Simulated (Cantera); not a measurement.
Input: 1 mol PbO, 2.7 mol H2, held at 25000 Pa.

Equilibrium computed with Cantera from the NASA thermochemical tables; the gas is ideal and each condensed phase is pure. Candidate condensed phases: H2O, Pb, PbO, PbO2, Pb3O4; 12 gas species. The numbers say what is thermodynamically allowed, not how fast it happens.

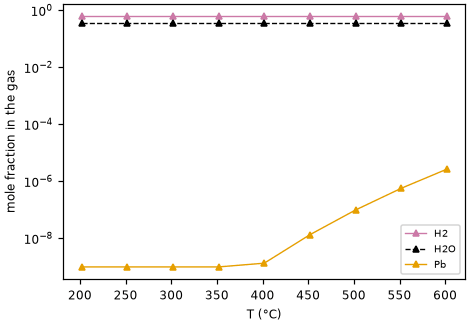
Equilibrium gas composition (values under 1e-9 drawn at 1e-9)

From 202 °C to 302 °C the condensed part is Pb(s). From 352 °C to 602 °C the condensed part is Pb(l).
